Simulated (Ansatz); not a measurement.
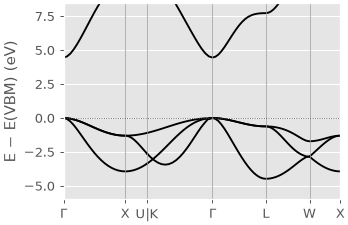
*Band structure from the program Ansatz at the PBE level (PAW)*

Q: Read off the gap and where the band edges lie.

A: About 4.5 eV (4.46 eV by a search for the band edges); maximum at Γ, minimum at Γ.

The material is MgO (rock salt, Fm-3m).

The cell was relaxed with PBE under the symmetry of its start.

Potentials: the earlier of the program's two PAW sets.
